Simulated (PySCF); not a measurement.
System: CH$_{5}$AlN (SMILES C=[N][AlH3-]) (charge −1).

```xyz
8

C     1.6954   -0.2338    0.2546
N     0.4923   -0.0538    0.0556
Al   -1.3165    0.1821   -0.1662
H     2.1149   -0.6992    1.1749
H     2.4927    0.0504   -0.4682
H    -1.5857    1.7662   -0.3519
H    -1.7602   -0.6330   -1.4919
H    -2.1238   -0.3695    1.1241
```

Geometry: GFN2-xTB.

The calculation used PBE0/pcSseg-1, SCF density, gas phase, non-relativistic in PySCF 2.14.0.

**What can the converged electron density and electron localisation function tell about the bonding?**

C–N (1.23 Å): the density is about 2.9 e/Å³ at the midpoint; the ELF peaks at about 0.90 between the atoms: a multiple bond.
Al–N (1.84 Å): ρ is about 0.66 e/Å³ halfway; the ELF peaks at about 0.90 in the valence shell of N, 0.7 Å from its nucleus, and is about 0.55 at the midpoint.
C–H (1.11 Å): the density is about 1.9 e/Å³ at the midpoint; the ELF climbs to about 1 towards the hydrogen, as it does in any bond to H; an ordinary covalent bond to hydrogen.
Al–H (1.62 Å): the density is about 0.48 e/Å³ at the midpoint; the ELF climbs to about 1 towards the hydrogen.

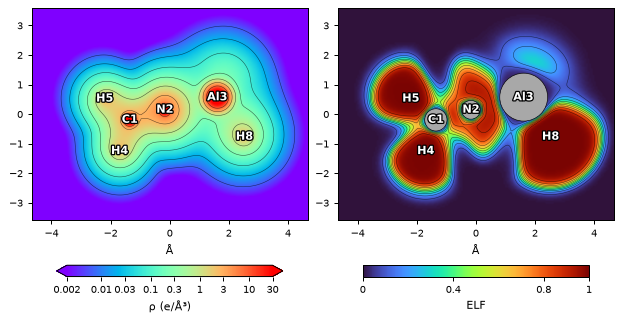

Computed electron density and electron localisation function on the plane of atoms N2, Al3 and H8, in this order. Grey discs cover the atomic cores in the ELF map. 
